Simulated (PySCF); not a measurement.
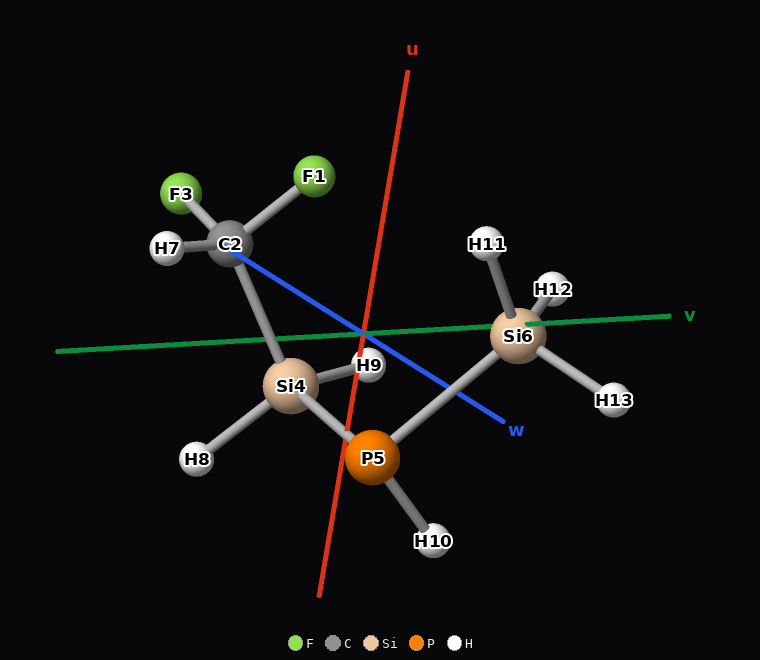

The lines u, v and w are the principal axes of the static dipole polarisability. The computed structure is the end point of a PBE0-D3(BJ)/def2-SVP optimisation. No frequency run is at hand to confirm it as a minimum. Computed with HF/def2-SVPD (PySCF 2.14.0).

Question: Along which axis is the molecule most polarisable, and along which least?

Answer: Most along v, least along w.

Question: Give the three principal values.

Answer: u 89.5, v 105.6, w 79.5 bohr³; mean 91.5, anisotropy 22.8 bohr³.
